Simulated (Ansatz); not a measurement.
Input

```
crystal:
  periodic: [false, false, false]
  atoms:
    - symbol: C
      position_ang: [0.866093, 1.242393, 1.667231]
    - symbol: S
      position_ang: [-1.529221, -0.942834, 0.468450]
    - symbol: Si
      position_ang: [-0.179483, 0.596542, 0.317660]
    - symbol: H
      position_ang: [1.926194, 1.163043, 1.361729]
    - symbol: H
      position_ang: [0.720427, 0.723969, 2.625812]
    - symbol: H
      position_ang: [0.653320, 2.320384, 1.794164]
    - symbol: H
      position_ang: [-0.133477, 1.156014, -1.048222]
    - symbol: H
      position_ang: [-1.303471, -1.186478, 1.786620]
basis:
  gaussian:
    orbitals: def2-TZVPD
total_charge: 1
hamiltonian:
  xc: {name: PBE0}
output:
  forces: true
  orbitals: {seedname: orbitals}
```

Launched as:

```sh
ansatz run input.yaml --threads 1 --pin off --max-ram 2610MiB --events-out events.jsonl --progress --plain --runs-dir runs
```

Geometry: r2SCAN-D4/def2-SVP.

Computed with isolated molecule in a Gaussian basis; Kohn-Sham density functional theory, functional PBE0 in Ansatz 0.2.0.

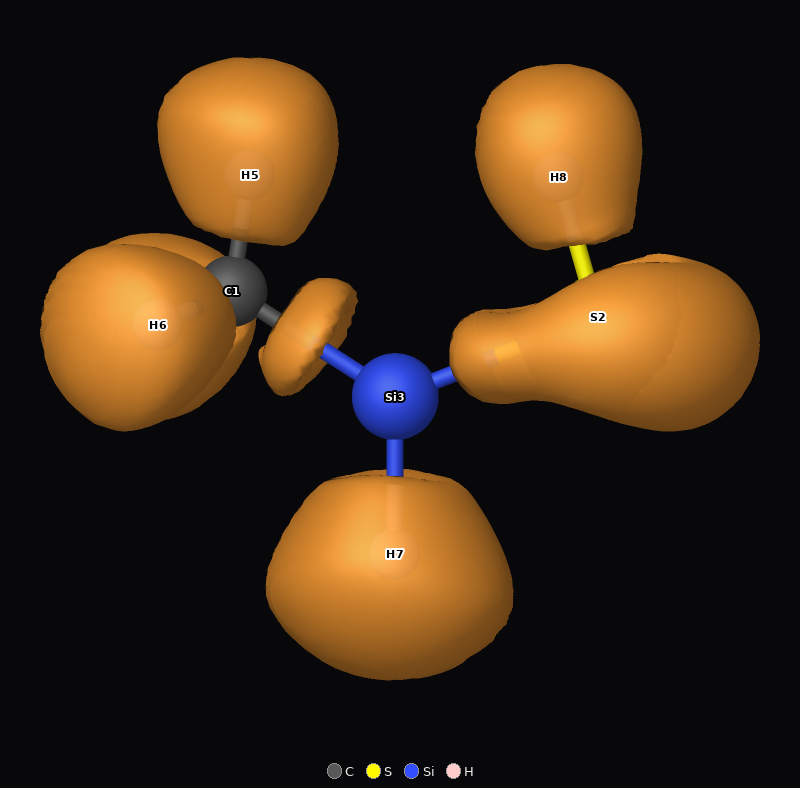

CH5SSi (SMILES C[SiH]=[SH+]) (charge +1). Isosurface of the ELF at 0.8 (orange), seen across its widest extent. Only the valence region is drawn (cores and ρ < 0.01 e/Å³ removed).

**What do the ELF domains correspond to?**

The surface consists of one region between bonded C–Si atoms (shared pairs), five regions around hydrogen nuclei and one region on S in which the atom's valence shell and bonds are merged. Along the contacts the grid gives the following. C–Si (1.83 Å): the ELF peaks at about 0.95 between the atoms; a shared electron pair. Si–S (2.05 Å): the ELF peaks at about 0.90 between the atoms: localised, covalent bonding.
